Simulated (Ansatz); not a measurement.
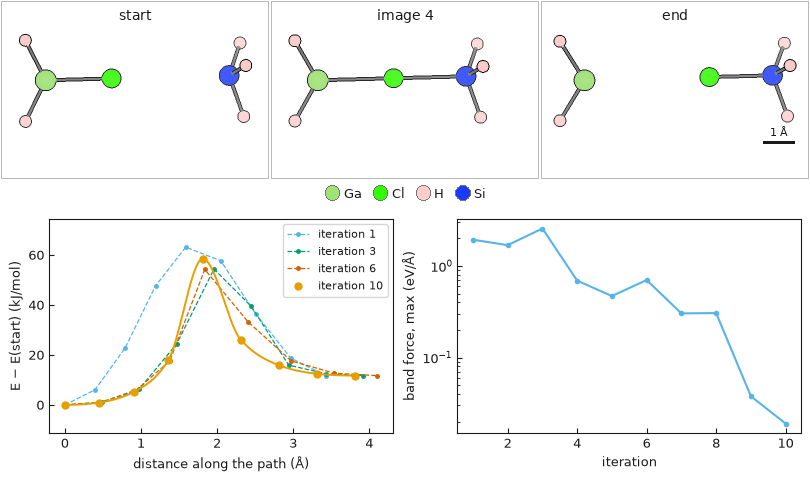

A search for the minimum-energy path of GaSiH₅Cl (multiplicity 2), made up at the start of GaH$_{2}$Cl and SiH3 by the nudged elastic band. Images are numbered from 0 (start) to 8 (end). The plot follows the band through its iterations. The picture is a ball-and-stick view, seen at a tilt.

These are results of Ansatz 0.2.0, UKS PBE0/def2-SVP, not measurements. Settings: 7 movable images; climbing image; force threshold 0.03 eV/Å; iteration limit 60; starting path through a guess of the saddle point.

Question: How did the profile develop, and is the result final?

Answer: The run is converged, with reservations. The band converged in 10 iterations. The largest component of the band force went from 1.9 to 0.019 eV/Å. The climbing image converged on the top of the path. Its vibrational analysis gives 2 imaginary modes over 30i cm⁻¹, so it isn't confirmed as a transition state. The first iteration put the highest image at 63.1 kJ/mol. Forward barrier 58.4 kJ/mol, backward barrier 46.7 kJ/mol, with image 4 at the top; the reaction energy is +11.7 kJ/mol.

Limits of the set-up: the start holds two separate molecules, 3.8 Å apart at their closest, whose relative position is a soft coordinate and is computed without a dispersion correction.

Cost: 110 s on 4 threads of Intel(R) Xeon(R) CPU @ 2.60GHz (Ice Lake), with other jobs on the host, peak memory 0.34 GiB.
